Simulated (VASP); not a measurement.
Band structure of Gd (hcp). Level of theory: PBE GGA with D3 dispersion (zero damping), VASP's PBE PAW potentials (set 64) (plane waves; VASP).

The 4f electrons are frozen in the core of the lanthanide potential, so 4f levels, which can set the real gap, and their magnetism are missing.

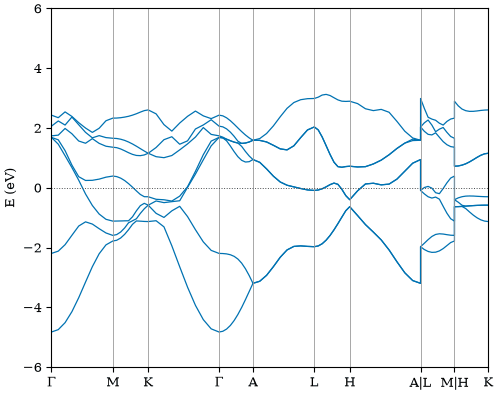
Figure. Bands along high-symmetry lines, zero at the valence-band maximum or, without a gap, the Fermi level

Read the plot: is there a gap, and where are the band edges?

It has no gap at this level: it comes out as a metal or semimetal. (Edges off the drawn lines would not show.)

The compound is Gd in the hcp structure. It was relaxed first, which changed the volume by -6 %.
